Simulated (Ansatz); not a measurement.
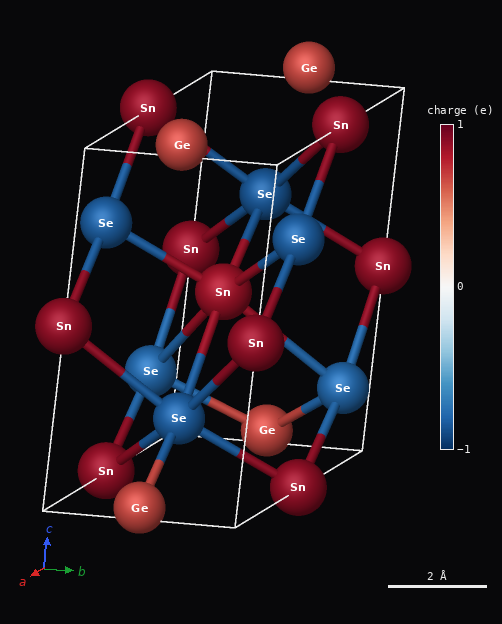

The image is a ball-and-stick drawing of a crystal, viewed slightly off an axis. The lines enclose the simulation cell; boundary atoms appear with their images. The atoms of this Sn$_{3}$GeSe$_{4}$ cell are coloured by their Bader charge.

Run with DFT PBE, scalar-relativistic, plane waves, PAW (Ansatz 0.2.0) and these settings: a 420 eV plane-wave basis, a 6×10×6 mesh of k-points, Gaussian smearing of 0.1 eV, no spin polarisation.

Describe the charge distribution among the elements.

Most positive: Sn; most negative: Se. Charges: about Sn +0.8 to +0.9 e; Ge +0.7 e; Se -0.8 e.

Its origin is a structure type filled with these elements by a generator (whether the compound takes this form wasn't checked). Earlier steps of the study may have refined or changed the cell and positions. It was run through Ansatz as a DFT input.
